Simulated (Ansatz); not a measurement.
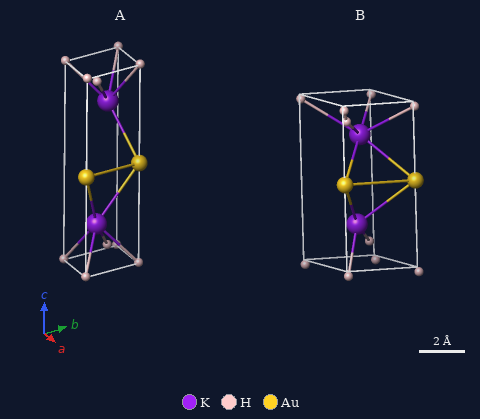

Two geometries of a crystal of K₂H₃Au (built on the Ca2H3Br-164 type type), drawn at one scale. One is the start of a relaxation, the other its converged end. A ball-and-stick model of the cell of the calculation, seen slightly off an axis.

Theory: Ansatz, DFT, PBEsol, plane waves, PAW. Set-up: plane-wave cutoff 420 eV; k-point mesh 6 × 6 × 2; occupations fermi dirac; smearing width 0.05 eV; no spin polarisation; cell and atoms relaxed; force threshold 0.01 eV/Å; at most 120 steps.

### Which geometry has the lower energy?

Structure B is the relaxed one. Case: shaken. The largest move relative to the cell is that of an H atom, 1.05 Å roughly along [3 −3 −1]. Largest moves by element: H 1.05 Å, K 0.42 Å, Au 0.16 Å. Cell: a 3.430 → 3.766 Å (+9.8 %), b 3.470 → 3.765 Å (+8.5 %), c 9.311 → 8.057 Å (−13.5 %), α 90.3° → 99.5°, β 88.4° → 80.4°, γ 119.7° → 90.9°. Volume +15.4 %. Some distances before and after: Au–Au 3.466 → 5.283 Å, K–K 3.466 → 5.283 Å, H–K 4.172 → 2.805 Å, Au–K 4.661 → 3.300 Å. New bonds form, among them: Au–K (4.66 → 3.30 Å), H–K (4.17 → 2.80 Å). Among the angles between lasting bonds that change: K–H–K 90.9° → 139.6°, K–Au–K 64.5° → 107.8°, K–H–K 89.9° → 133.0°. The space group (tolerance 0.01 Å) goes from P1 (No. 1) to Cm (No. 8). The energy falls by 598 meV per atom in 26 accepted moves (31 points after the start). The largest force component goes from 0.13 to 0.001 eV/Å. The pressure goes from 0.26 to 0.00 GPa. The line search rejected the trial steps at points 20, 22 of the run. The SCF was repeated 3 times at an unchanged geometry on a basis and grid sized afresh for the cell, which shifted the energy by 19.3 meV per atom at most. The run took 2.6 min on 2 threads of Arm Neoverse V1, on a shared host, peak memory 0.42 GiB.

Limits of the set-up: layers or molecules are held without a dispersion correction, so their spacing is unreliable.
